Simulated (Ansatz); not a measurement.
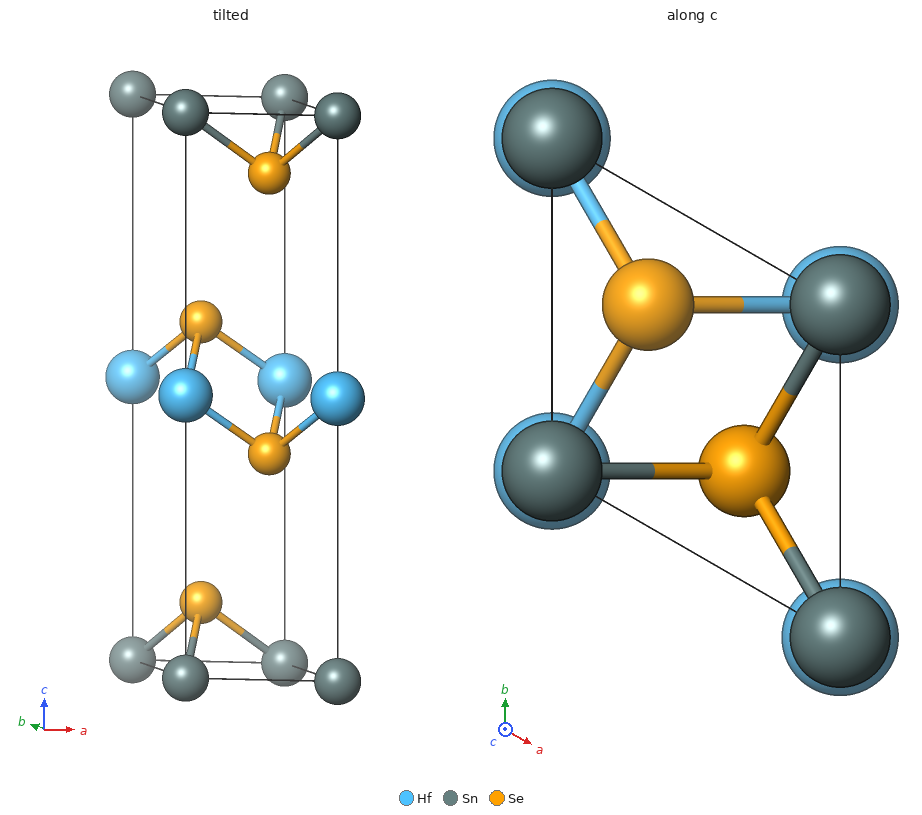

Crystal structure, ball-and-stick style, seen slightly off an axis and along the c axis. Atoms at the boundary of the conventional unit cell (the box) are drawn once for each face, edge or corner they touch.

HfSnSe4, space group P-3m1 (No. 164), a = 3.821 Å, b = 3.821 Å, c = 14.109 Å, α = 90.00°, β = 90.00°, γ = 120.00°. The structure was taken from a structure type filled with these elements by a generator (whether the compound takes this form wasn't checked). Earlier steps of the study may have refined or changed the cell and positions. It went into a calculation with Ansatz.

This one geometry was computed with Ansatz (DFT, plane waves, PAW) at three levels of theory: r2SCAN, PBE and HSE06.

Question: Which level gives the highest pressure at this volume, and what does that say about its equilibrium volume?

Answer: Highest: PBE (0.0 GPa), which points to the largest equilibrium volume. Lowest, with the smallest volume: r2SCAN (-1.5 GPa) and HSE06 (-1.7 GPa). Levels within 0.5 GPa of each other can't be told apart.

Question: How does the band gap change with the level of theory?

Answer: PBE: a gap of 0.46 eV, indirect; r2SCAN: a gap of 0.76 eV, indirect; HSE06: a gap of 1.13 eV, indirect.

Question: Collect the results in a table.

Answer:
| level | cutoff (eV) | k-mesh of the run's cell | gap (eV) | pressure (GPa) |
| --- | --- | --- | --- | --- |
| r2SCAN | 500 | 12×12×4 | 0.76 | -1.5 |
| PBE | 420 | 12×12×4 | 0.46 | 0.0 |
| HSE06 | 420 | 6×6×2 | 1.13 | -1.7 |

Gaps are taken on the k-mesh or band path of each run.
